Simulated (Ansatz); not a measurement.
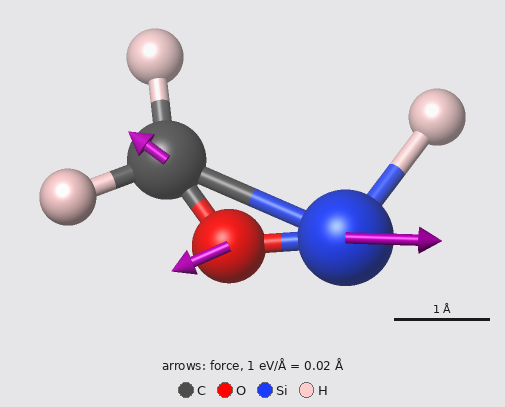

Starting geometry of CH₃OSi (charge −1) with the computed forces as purple arrows. Style: ball-and-stick. Shown at a tilt.

It is one of the separated reactants of a reaction.

All numbers below come from RKS PBE-D4/def2-SVPD in Ansatz 0.2.0.

The input:
```yaml
crystal:
  periodic: [false, false, false]
  atoms:
    - {symbol: C, position_ang: [-0.007116, -0.281671, -0.652296]}
    - {symbol: O, position_ang: [-0.819171, 0.171815, 0.000211]}
    - {symbol: Si, position_ang: [-0.559709, 0.740860, 1.063215]}
    - {symbol: H, position_ang: [-0.559004, -0.475952, -1.630335]}
    - {symbol: H, position_ang: [1.074097, -0.747956, -0.750319]}
    - {symbol: H, position_ang: [0.870904, 0.592904, 1.969524]}
basis:
  gaussian: {orbitals: def2-SVPD}
total_charge: -1
hamiltonian: {xc: pbe, dispersion: d4}
relax: {f_tol: 0.03, max_steps: 250}
```

Launched with:
```bash
ansatz run in.yaml --threads 2 --pin off --events-out ev --progress --plain --max-ram 4352MiB
```

What follows when this structure is relaxed?

It isn't relaxed: the largest force vector, on Si3, is 51.07 eV/Å. The final displacements follow the starting forces only in part (cosine between the two patterns 0.61). The atom that moves furthest after the best rigid fit is Si3 (0.56 Å). Largest moves by element: Si 0.56 Å, C 0.36 Å, H 0.34 Å, O 0.17 Å. Some distances before and after: C1–Si3 2.072 → 2.908 Å, O2–Si3 1.233 → 1.727 Å, C1–O2 1.136 → 1.349 Å, Si3–H6 1.700 → 1.592 Å. Among the angles between lasting bonds that change: O2–C1–H5 149.2° → 115.8°, O2–Si3–H6 126.6° → 96.9°, C1–O2–Si3 121.9° → 141.6°. After 8 geometry steps the energy has fallen by 11.850 eV. Largest force component: 45 eV/Å at the start, 0.0029 eV/Å at the end. Cost: 9.5 s on 2 threads of Arm Neoverse V2 (shared host).
